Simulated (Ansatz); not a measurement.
```xyz
6

F     0.8347    0.7064   -0.8573
In    0.2675    1.4344    1.0478
N     0.4541   -1.5581    0.1427
N     0.1177   -1.2096    1.2642
H     0.7049   -0.8084   -0.5913
H     0.5028   -2.5712   -0.1171
```

Geometry: B3LYP-D3(BJ)/def2-SVP; core potentials replace the inner electrons of In.

Theory: isolated molecule in a Gaussian basis; Kohn-Sham density functional theory, functional PBE0 (Ansatz).

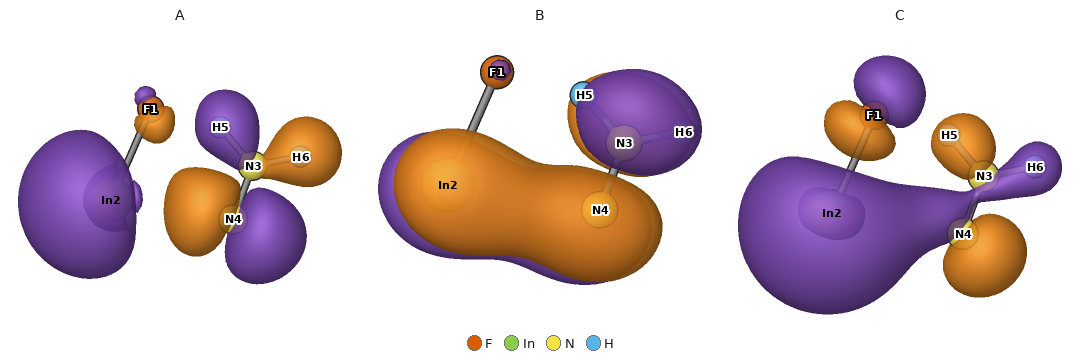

FH2InN2. Three frontier orbitals at ±0.08 Å⁻³ᐟ² (orange and purple are the two phases), in no order.

Order the three orbitals by energy and name them.

Answer. C is the HOMO−1 (−7.51 eV). Its weight (Hirshfeld) is mainly on In2 (about 55 %), F1 (about 20 %) and N4 (about 15 %); it is symmetric in the molecular plane (an in-plane orbital: σ, lone-pair or in-plane π type). A is the HOMO (−6.25 eV). It lies mainly on N4 (about 50 %), In2 (about 35 %) and N3 (about 10 %); it is symmetric in the molecular plane (an in-plane orbital: σ, lone-pair or in-plane π type). B is the LUMO (−1.99 eV). Its weight (Hirshfeld) is mainly on N4 (about 40 %), In2 (about 25 %) and N3 (about 25 %); it changes sign across the molecular plane (π type); π-antibonding (a node) across N3–N4.

What is the HOMO–LUMO gap?

Answer. 4.26 eV between the orbital energies.
